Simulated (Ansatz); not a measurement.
**Geometry relaxation, with input and output: CH7Al (part 2 of 2)**

The same run, continued: CH7Al; RKS PBE/cc-pVDZ (Ansatz 0.2.0). The input holds or restrains some coordinates. Forces given for the steps count only the free coordinates. It belongs to a series of runs on one base structure; here: pulled along the bonds that form and break, towards end B.

Geometry of the input (Å):
```
Al 0.0000  0.0000  0.0000
C  0.0000  0.0000  2.3200
H  -0.9996  -0.3092  2.6905
H  0.7676  -0.7111  2.6905
H  0.2320  1.0203  2.6905
H  1.3510  0.0000  -0.7800
H  -1.3510  0.0000  -0.7800
H  -0.2382  -1.7490  0.5865
H  -0.1900  -1.3947  1.5677
```

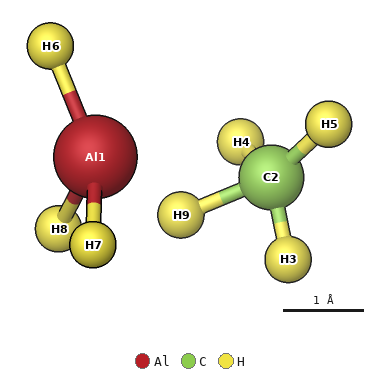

Fig. 1: The geometry at step 3 of the log (ball-and-stick view, seen at an oblique angle; atoms are numbered from 1 in the order of the input).

**The program's output, continued**
```
relax step   6: F+E_penalty+E_count = -7741.06418400 eV  Δ(F+E_penalty+E_count) = -3.127e-1 eV  max|allowed force component| = 5.634e-1 eV/Å  E_restraint = 0.00628959 eV  max|allowed force component, restraints' pulls added| = 2.318e-1 eV/Å  Δτ_max = 0.1940 Å  (24 SCF iters, accepted)
  distance Al 0 - H 7 = 1.5727 Å
  distance H 8 - C 1 = 1.1167 Å
  distance Al 0 - C 1 = 3.1619 Å
  distance H 8 - H 7 = 1.8722 Å
these checks for a lower state are left out or cut short: starts, cluster_reference, orbital_swaps, neighbouring_geometries, increment
839 factors; their error is unknown
mean field -7741.08410377 eV, -284.4795937182 hartree, gradient 1.7e-5 eV, S^2 0.000000; 0 other end points of the search recorded, 0 dependent functions left out
the calculation of the forces begins
reference -7741.08414798 eV, -284.4795953429 hartree; 13, 13 occupied and 54, 54 virtual orbitals, 839 factors
relax step   7: F+E_penalty+E_count = -7741.08410377 eV  Δ(F+E_penalty+E_count) = -1.992e-2 eV  max|allowed force component| = 5.853e-1 eV/Å  E_restraint = 0.00676117 eV  max|allowed force component, restraints' pulls added| = 3.654e-1 eV/Å  Δτ_max = 0.1543 Å  (24 SCF iters, accepted)
  distance Al 0 - H 7 = 1.5730 Å
  distance H 8 - C 1 = 1.1162 Å
  distance Al 0 - C 1 = 3.1725 Å
  distance H 8 - H 7 = 1.8754 Å
these checks for a lower state are left out or cut short: starts, cluster_reference, orbital_swaps, neighbouring_geometries, increment
839 factors; their error is unknown
mean field evaluation 64: about -7741.1238 eV, gradient 6.4e-2 eV
mean field -7741.09256554 eV, -284.4799046826 hartree, gradient 1.6e-5 eV, S^2 0.000000; 0 other end points of the search recorded, 0 dependent functions left out
the calculation of the forces begins
reference -7741.09261024 eV, -284.4799063251 hartree; 13, 13 occupied and 54, 54 virtual orbitals, 839 factors
relax step   8: F+E_penalty+E_count = -7741.09256554 eV  Δ(F+E_penalty+E_count) = -8.462e-3 eV  max|allowed force component| = 5.140e-1 eV/Å  E_restraint = 0.01616915 eV  max|allowed force component, restraints' pulls added| = 4.318e-1 eV/Å  Δτ_max = 0.1724 Å  (24 SCF iters, rejected (line search))
  distance Al 0 - H 7 = 1.5740 Å
  distance H 8 - C 1 = 1.1268 Å
  distance Al 0 - C 1 = 3.1693 Å
  distance H 8 - H 7 = 1.8845 Å
these checks for a lower state are left out or cut short: starts, cluster_reference, orbital_swaps, neighbouring_geometries, increment
839 factors; their error is unknown
mean field -7741.09632945 eV, -284.4800430037 hartree, gradient 1.0e-5 eV, S^2 0.000000; 0 other end points of the search recorded, 0 dependent functions left out
the calculation of the forces begins
reference -7741.09637389 eV, -284.4800446367 hartree; 13, 13 occupied and 54, 54 virtual orbitals, 839 factors
relax step   9: F+E_penalty+E_count = -7741.09632945 eV  Δ(F+E_penalty+E_count) = -1.223e-2 eV  max|allowed force component| = 5.617e-1 eV/Å  E_restraint = 0.00657858 eV  max|allowed force component, restraints' pulls added| = 5.446e-2 eV/Å  Δτ_max = 0.0862 Å  (24 SCF iters, accepted)
  distance Al 0 - H 7 = 1.5728 Å
  distance H 8 - C 1 = 1.1169 Å
  distance Al 0 - C 1 = 3.1652 Å
  distance H 8 - H 7 = 1.8743 Å
839 factors; their error is unknown
mean field -7741.09632945 eV, -284.4800430038 hartree, gradient 1.0e-5 eV, S^2 0.000000; 1 other end points of the search recorded, 0 dependent functions left out
the calculation of the forces begins
reference -7741.09637389 eV, -284.4800446367 hartree; 13, 13 occupied and 54, 54 virtual orbitals, 839 factors
Total energy: -7741.09637389 eV, -284.4800446367 hartree
Atom 0 at    -0.056868    -0.468155    -0.538869 Å, force    -0.007010     0.410970     0.004613 eV/Å
Atom 1 at    -0.040360    -0.254604     2.619064 Å, force     0.017311     0.082808     0.018034 eV/Å
Atom 2 at    -1.029488    -0.261338     3.113859 Å, force     0.006436     0.006379    -0.008884 eV/Å
Atom 3 at     0.739578    -0.608593     3.320349 Å, force    -0.014066     0.013506    -0.028020 eV/Å
Atom 4 at     0.203310     0.779713     2.302642 Å, force    -0.007786    -0.029010    -0.012059 eV/Å
Atom 5 at     1.367754     0.179225    -0.902489 Å, force    -0.005075    -0.007506    -0.013195 eV/Å
Atom 6 at    -1.419623     0.342523    -0.811853 Å, force     0.030220    -0.022151    -0.013272 eV/Å
Atom 7 at    -0.121952    -1.891013     0.128114 Å, force    -0.026443    -0.561696    -0.202040 eV/Å
Atom 8 at    -0.070551    -0.961458     1.754883 Å, force     0.006412     0.106699     0.254823 eV/Å
Dipole moment:     0.000706    -0.017539     0.113946 e Å
```

**Trajectory as extended XYZ (Å, eV, eV/Å), 9 frames, from step=1 to step=9**
```
9
Properties=species:S:1:pos:R:3:forces:R:3 step=1 energy=-7739.26826
Al    0.0000    0.0000    0.0000   -0.1446  -0.6019   2.3778
C     0.0000    0.0000    2.3200   -0.0702   0.7750  -1.2039
H    -0.9996   -0.3092    2.6905   -0.0559   0.1871   0.2022
H     0.7676   -0.7111    2.6905    0.2199   0.2012   0.3099
H     0.2320    1.0203    2.6905    0.0128  -0.1089   0.2024
H     1.3510    0.0000   -0.7800    0.6156   0.0147  -0.0406
H    -1.3510    0.0000   -0.7800   -0.6085   0.2034  -0.0679
H    -0.2382   -1.7490    0.5865   -0.0244  -0.5134   1.6203
H    -0.1900   -1.3947    1.5677    0.0554  -0.1572  -3.4001
9
Properties=species:S:1:pos:R:3:forces:R:3 step=2 energy=-7738.33665
Al   -0.0084   -0.0705   -0.1287   -0.0996  -1.6482   2.5206
C    -0.0071   -0.0466    2.4299   -0.2659   0.3765  -2.0467
H    -1.0143   -0.3147    2.7031   -0.8643  -0.0761   1.2199
H     0.7806   -0.7226    2.7050    0.9966  -0.4742   1.5033
H     0.2313    1.0157    2.6954   -0.0069  -0.4829  -0.4346
H     1.3641   -0.0007   -0.7865    1.0733   0.2682  -0.1924
H    -1.3661    0.0014   -0.7879   -1.2536   0.5633  -0.3602
H    -0.2364   -1.7398    0.4424    0.1347  -0.2490   0.5923
H    -0.1719   -1.2660    1.7130    0.2858   1.7225  -2.8023
9
Properties=species:S:1:pos:R:3:forces:R:3 step=3 energy=-7738.41053
Al   -0.0174   -0.1733   -0.2638    0.0113  -2.1755   1.7023
C    -0.0175   -0.0962    2.5435   -0.1090   0.2409  -1.9543
H    -1.0367   -0.3206    2.7380   -1.3906  -0.2328   2.0583
H     0.8023   -0.7377    2.7463    1.3704  -0.7824   2.4376
H     0.2304    1.0032    2.6787   -0.1147  -1.0004  -1.1299
H     1.3875    0.0084   -0.7908    1.2176   0.6172  -0.2429
H    -1.3951    0.0174   -0.7972   -1.5582   1.0198  -0.5158
H    -0.2306   -1.7340    0.3017    0.2505  -0.2165  -0.1207
H    -0.1509   -1.1110    1.8294    0.3227   2.5297  -2.2347
9
Properties=species:S:1:pos:R:3:forces:R:3 step=4 energy=-7739.47962
Al   -0.0237   -0.3080   -0.4040   -0.0417  -1.1732   0.7023
C    -0.0244   -0.1307    2.6315    0.0869   0.0195  -1.3465
H    -1.0699   -0.3264    2.8327   -0.5372  -0.0882   2.0284
H     0.8342   -0.7553    2.8556    0.4635  -0.1968   2.3241
H     0.2260    0.9715    2.6259   -0.1605  -0.9852  -0.9459
H     1.4295    0.0439   -0.7975    0.6249   0.5706  -0.1523
H    -1.4486    0.0718   -0.8150   -0.8116   0.9421  -0.3458
H    -0.2172   -1.7560    0.2072    0.1981  -0.7111  -0.0050
H    -0.1342   -0.9543    1.8493    0.1777   1.6222  -2.2593
9
Properties=species:S:1:pos:R:3:forces:R:3 step=5 energy=-7740.75146
Al   -0.0382   -0.4372   -0.5050   -0.0585  -0.0255   0.1793
C    -0.0273   -0.1561    2.6343   -0.0276  -0.9281  -0.6177
H    -1.0615   -0.3275    3.0088    0.5190   0.0979   0.8047
H     0.8250   -0.7477    3.0502   -0.5328   0.4240   0.8604
H     0.2174    0.9275    2.5685   -0.0713  -0.4048  -0.4051
H     1.4466    0.0983   -0.8013   -0.1205   0.1720  -0.0539
H    -1.4792    0.1688   -0.8365    0.0662   0.3738  -0.1332
H    -0.1932   -1.8557    0.1476    0.1040  -0.7104  -0.0555
H    -0.1177   -0.8140    1.7192    0.1216   1.0012  -0.5791
9
Properties=species:S:1:pos:R:3:forces:R:3 step=6 energy=-7741.06418
Al   -0.0618   -0.4913   -0.5208    0.0707   0.2070  -0.1570
C    -0.0363   -0.2179    2.6292    0.0058   0.0173  -0.0356
H    -1.0202   -0.3174    3.1143   -0.0967  -0.0334   0.0952
H     0.7506   -0.7089    3.2251    0.0415  -0.0727   0.0883
H     0.2113    0.8466    2.5129    0.0425   0.2240  -0.0939
H     1.3536    0.1352   -0.9089    0.1226   0.0566   0.0072
H    -1.4072    0.2708   -0.8910   -0.1769   0.1118  -0.0100
H    -0.1331   -1.9017    0.1713   -0.0228  -0.5634  -0.1500
H    -0.0851   -0.7591    1.6536    0.0134   0.0526   0.2558
9
Properties=species:S:1:pos:R:3:forces:R:3 step=7 energy=-7741.08410
Al   -0.0575   -0.4971   -0.5529   -0.0879   0.5227   0.1192
C    -0.0365   -0.2369    2.6089    0.0353   0.1224   0.0910
H    -1.0382   -0.2861    3.0731   -0.0298   0.0220  -0.0002
H     0.7216   -0.6330    3.3134   -0.0164   0.0346  -0.0728
H     0.2047    0.8170    2.3616   -0.0072  -0.0836  -0.0124
H     1.3665    0.1581   -0.8994    0.0027  -0.0240  -0.0676
H    -1.4239    0.3409   -0.7598    0.0987  -0.0832  -0.0626
H    -0.1237   -1.9111    0.1332   -0.0267  -0.5853  -0.2274
H    -0.0413   -0.8955    1.7076    0.0314   0.0744   0.2329
9
Properties=species:S:1:pos:R:3:forces:R:3 step=8 energy=-7741.09257 accepted=F
Al   -0.0485   -0.4392   -0.5322   -0.0586   0.3803  -0.1512
C    -0.0452   -0.2670    2.6324    0.0410  -0.0921   0.0201
H    -1.0272   -0.2534    3.1543    0.1413   0.0655  -0.1518
H     0.7440   -0.5828    3.3554   -0.1461   0.1288  -0.2632
H     0.1910    0.7545    2.2449   -0.0613  -0.2586   0.1263
H     1.3770    0.1811   -0.9542   -0.0492   0.0082   0.0532
H    -1.4205    0.3641   -0.8372    0.1326  -0.0593   0.0630
H    -0.1082   -1.8713    0.1181   -0.0335  -0.5140  -0.1688
H    -0.0905   -1.0297    1.8042    0.0338   0.3413   0.4724
9
Properties=species:S:1:pos:R:3:forces:R:3 step=9 energy=-7741.09633
Al   -0.0569   -0.4682   -0.5389   -0.0070   0.4110   0.0046
C    -0.0404   -0.2546    2.6191    0.0173   0.0828   0.0180
H    -1.0295   -0.2613    3.1139    0.0064   0.0064  -0.0089
H     0.7396   -0.6086    3.3203   -0.0141   0.0135  -0.0280
H     0.2033    0.7797    2.3026   -0.0078  -0.0290  -0.0121
H     1.3678    0.1792   -0.9025   -0.0051  -0.0075  -0.0132
H    -1.4196    0.3425   -0.8119    0.0302  -0.0222  -0.0133
H    -0.1220   -1.8910    0.1281   -0.0264  -0.5617  -0.2020
H    -0.0706   -0.9615    1.7549    0.0064   0.1067   0.2548
```

**Results in brief**

```tsv
quantity	value
outcome	converged under the restraints of the input
total energy	−7741.0964 eV
mean-field energy	−7741.0964 eV
largest force (length of the vector) at the end, held atoms and coordinates included	0.598 eV/Å
hardware	1 thread of Arm Neoverse V1, 24 GiB of memory available, shared host
wall time	16 s
peak memory	0.12 GiB
```
